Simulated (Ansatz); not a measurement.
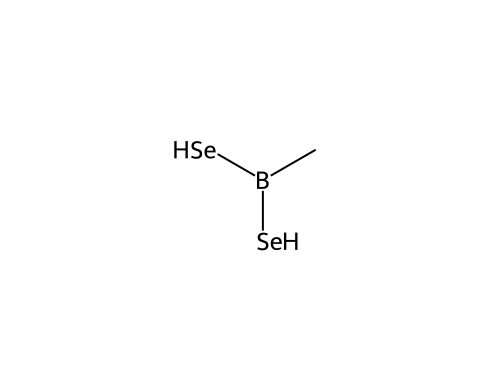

The computed structure is the end point of a PBE0-D4/def2-TZVP optimisation. No frequency run is at hand to confirm it as a minimum. Program: Ansatz 0.2.0.

Compare dipole (D), HOMO–LUMO gap (eV), HOMO energy (eV) at these levels: B3LYP-D4/def2-TZVPP; PBE-D4/def2-TZVPP; r2SCAN-D4/def2-TZVPP; ωB97M-V/def2-TZVPP.

| level | dipole (D) | HOMO–LUMO gap (eV) | HOMO energy (eV) |
| --- | --- | --- | --- |
| B3LYP-D4/def2-TZVPP | 0.94 | 5.73 | −6.72 |
| PBE-D4/def2-TZVPP | 0.89 | 4.18 | −5.88 |
| r2SCAN-D4/def2-TZVPP | 1.01 | 4.72 | −6.15 |
| ωB97M-V/def2-TZVPP | 1.01 | 10.15 | −9.03 |
